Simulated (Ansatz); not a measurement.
**Fields on a plane of Rh2O3 (corundum)**

```
Rh2O3
1.0
    2.55447     1.47482     4.60725
   -2.55447     1.47482     4.60725
    0.00000    -2.94965     4.60725
Rh O
4 6
Cartesian
  0.00000   0.00000  11.73943
  0.00000   0.00000   2.08234
  0.00000   0.00000   8.99322
  0.00000   0.00000   4.82855
 -1.02332  -1.47482   5.75907
  1.02332   1.47482   8.06270
  1.78890  -0.14881   5.75907
 -1.78890   0.14881   8.06270
 -0.76557   1.62364   5.75907
  0.76557  -1.62364   8.06270
```

The slice is a (1 -1 0 2) plane (indices of the conventional cell) through the point (0.849, 0.849, 0.849) (fractional), spanned by u = [1 0 -1] and v = [010] in vectors of this cell: u (5.11 Å) and v (5.47 Å, at 90° to u). It covers one period; positions are fractions (u, v).

Atoms on it: Rh at (0.00, 0.00); Rh at (0.50, 0.50). Other atoms lie within 1 Å of the plane.

Level of theory: PBEsol (plane waves to 420 eV, PAW, scalar-relativistic; Ansatz, an electronic-structure program). k mesh 8×8×8. Near the nuclei the fields are pseudised (PAW); where an atom keeps semicore shells as valence, they peak there. Rh2O3 is run without spin polarisation and with no Hubbard U. Rh2O3 was relaxed with its symmetry unable to fall.

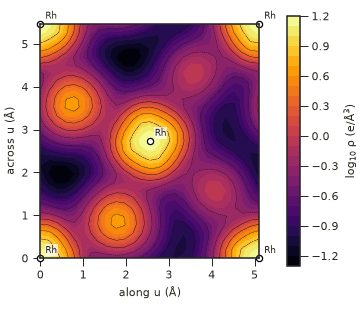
Fig. 1. Log₁₀ of the valence density in e/Å³, one period of the plane, atoms marked. The scale is logarithmic, as a density can span decades between atoms and voids.

```
|02221000000000000000014762|
|37852000000000000000014994|
|59952000000000000000002675|
|45520000000000000000001233|
|12100000000000000110000011|
|00000000000000000111000000|
|00011100000000000000000000|
|00133310000000000000000000|
|01244310000112221000000000|
|01243200012334653100000000|
|00132100036755995200000000|
|00111100149943785200000000|
|00000000147610122100000000|
|00000000012100012200000000|
|00000000012220267410000000|
|00000000025873499410000000|
|00000000025995576200000000|
|00000000002554332100000000|
|00000000000121110000011000|
|00000000000000000000111000|
|00000000111000000000000000|
|00000001333100000000000000|
|21100001344210000000000122|
|43321000234210000000001356|
|55763000123100000000002599|
|34994100111100000000002587|
|01674100000000000000001221|
|00121000000000000000002210|
```
Scale: ten equal steps from 0.001 (start of '0') to 0.116 (end of '9'), in the order '0123456789'. Values: density of the lowest conduction band (whole band as if filled, smooth part) in e/Å³. The map has 26 points along u (one character each, u = 0 at the left) and 28 along v (v = 0 in the bottom row).
